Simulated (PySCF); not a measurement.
C2H5Br, SMILES `Br.C=C`.

PySCF calculation, r2SCAN/aug-cc-pVDZ, gas phase; geometry: GFN2-xTB. GFN2-xTB bond lengths at metals and heavier atoms can be off by up to 0.1 Å and shapes distorted, which carries into these values.

Cartesian coordinates (Å):

```
Br1     -1.1505    0.0254   -0.0001
H2       0.2612   -0.1118    0.0081
C3       2.6836    0.5859    0.0011
C4       2.3116   -0.6812    0.0007
H5       2.8399    1.1348   -0.9181
H6       2.8428    1.1335    0.9108
H7       2.1771   -1.2372    0.9109
H8       2.1743   -1.2359   -0.9196
```

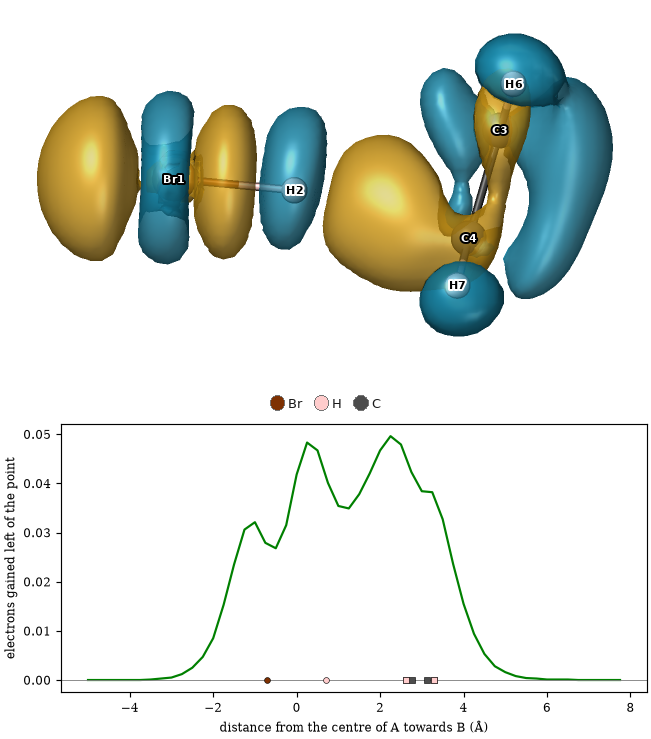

Density of the complex less the densities of the two fragments at the same geometry, ±0.003 e/Å³ (yellow: gain, teal: loss). Fragment A: HBr (atoms 1–2); fragment B: H4C2. Below: the charge-displacement curve along the line of centres (A on the left).

> Which way does charge flow?

Hirshfeld charges show 0.039 e passing from B to A. By Hirshfeld charges, electrons gather most on Br1 (−0.043 e) and leave C3 most (+0.015 e); 0.10 e is displaced in all, which induces a dipole of 1.07 D.

> What is the interaction energy, and which contacts carry it?

The counterpoise-corrected interaction energy of the frozen fragments is −2.3 kcal/mol without dispersion correction and −2.8 kcal/mol with D3(BJ). The pair geometry is semi-empirical, not a minimum at this level. Contacts: H2···C4, Br–H···C contact, 2.13 Å, ρ = 0.022 a.u. The pose is a local one from a semi-empirical search, not shown to be the most stable.
